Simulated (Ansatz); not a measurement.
# revPBE/cc-pVTZ run of CuOH (SMILES [Cu]O)

What is the vertical ionisation energy of CuOH at revPBE/cc-pVTZ? 

Program for the calculation: Ansatz 0.2.0.

29 further runs of the same task are left out: 29 set aside as unsound or not needed.

## (1) The structure to begin with

CuOH has 3 atoms, charge 0, and is taken as a singlet. As SMILES, `[Cu]O`. The coordinates come from a PBE0-D4/def2-TZVP relaxation.

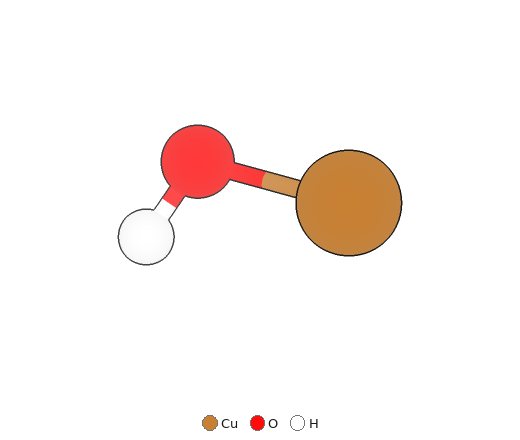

The structure, seen from a chosen angle (copper orange, oxygen red, hydrogen white).

## (2) A single-point energy at revPBE/cc-pVTZ

molecule.yaml

```yaml
crystal:
  periodic: [false, false, false]
  atoms:
    - {symbol: Cu, position_ang: [-1.152790, 0.285260, -0.596950]}
    - {symbol: O, position_ang: [0.412870, 0.307820, 0.260030]}
    - {symbol: H, position_ang: [0.739920, -0.593080, 0.336920]}
basis:
  gaussian:
    orbitals: cc-pVTZ
hamiltonian:
  xc: {name: revPBE}
accuracy: high
output: {orbitals: {seedname: orbitals}}
```

On the command line:

```bash
ansatz run molecule.yaml --threads 1 --pin off --max-ram 3480MiB --events-out events.jsonl --progress --plain --runs-dir runs
```

What it wrote:

```text
Warning: RAYON_NUM_THREADS=1 ignored (pool sized by the plan → 1); use --threads N
Functional definition: revPBE
  name "revPBE"
  parameter kappa = 1.245
  parameter beta = 0.06672455060314922
  exchange = pbe_x(kappa = kappa, mu = beta*pi^2/3)
  correlation = pbe_c(beta = beta)
1728 factors; integrals over basis functions are off by at most 4.4e-9 eV
mean field evaluation 1: about -46691.9810 eV, gradient 8.8e1 eV
mean field evaluation 2: about -46428.4695 eV, gradient 4.2e2 eV
mean field evaluation 4: about -46697.8385 eV, gradient 6.2e1 eV
mean field evaluation 8: about -46702.6102 eV, gradient 1.9e-1 eV
mean field evaluation 16: about -46702.6106 eV, gradient 1.2e-5 eV
mean field -46702.61062207 eV, -1716.2892841946 hartree, gradient 2.4e-8 eV, S^2 0.000000; 0 other end points of the search recorded, 0 dependent functions left out
reference -46702.61062629 eV, -1716.2892843498 hartree; 19, 19 occupied and 93, 93 virtual orbitals, 1728 factors
Total energy: -46702.61062629 eV, -1716.2892843498 hartree
```

Run time: 8.7 s. Hardware: 1 thread of Arm Neoverse V1, shared host; peak memory 0.25 GiB.

## (3) The doublet cation at the same level

job.yaml

```yaml
crystal:
  periodic: [false, false, false]
  atoms:
    - {symbol: Cu, position_ang: [-1.152790, 0.285260, -0.596950]}
    - {symbol: O, position_ang: [0.412870, 0.307820, 0.260030]}
    - {symbol: H, position_ang: [0.739920, -0.593080, 0.336920]}
basis:
  gaussian:
    orbitals: cc-pVTZ
total_charge: 1
magnetization:
  spin_polarized: true
  initial_magnetization: 1
hamiltonian:
  xc: {name: revPBE}
accuracy: high
output: {orbitals: {seedname: orbitals}}
```

On the command line:

```bash
ansatz run job.yaml --threads 1 --pin off --max-ram 3480MiB --events-out events.jsonl --progress --plain --runs-dir runs
```

What it wrote (excerpt; [...] marks lines left out):

```text
Warning: RAYON_NUM_THREADS=1 ignored (pool sized by the plan → 1); use --threads N
[... 2 set-up lines as earlier in the session ...]
[...]
1727 factors; integrals over basis functions are off by at most 4.4e-9 eV
[...]
mean field -46693.58382020 eV, -1715.9575553445 hartree, gradient 5.6e-8 eV, S^2 0.753728; 7 other end points of the search recorded, 0 dependent functions left out
reference -46693.58382550 eV, -1715.9575555394 hartree; 19, 18 occupied and 93, 94 virtual orbitals, 1727 factors
Total energy: -46693.58382550 eV, -1715.9575555394 hartree
```

It took 31 s on 1 thread of Arm Neoverse V1, shared host; peak memory 0.33 GiB.

## (4) Results

Level: revPBE/cc-pVTZ.

```
                                          quantity           value
                        singlet CuOH: total energy  -1716.28928 Eh
                         singlet CuOH: HOMO energy        -5.04 eV
                         singlet CuOH: LUMO energy        -3.38 eV
                       singlet CuOH: HOMO–LUMO gap         1.66 eV
                      doublet cation: total energy  -1715.95756 Eh
doublet cation: HOMO energy (highest over α and β)       -13.73 eV
 doublet cation: LUMO energy (lowest over α and β)       -13.21 eV
                              doublet cation: ⟨S²⟩           0.754
vertical ionisation energy (to the doublet cation)        9.027 eV
```

**Reading.** Removing an electron at fixed nuclei costs 9.03 eV (871 kJ/mol). −ε(HOMO) before ionisation, 5.04 eV, is 3.98 eV below this ionisation energy.
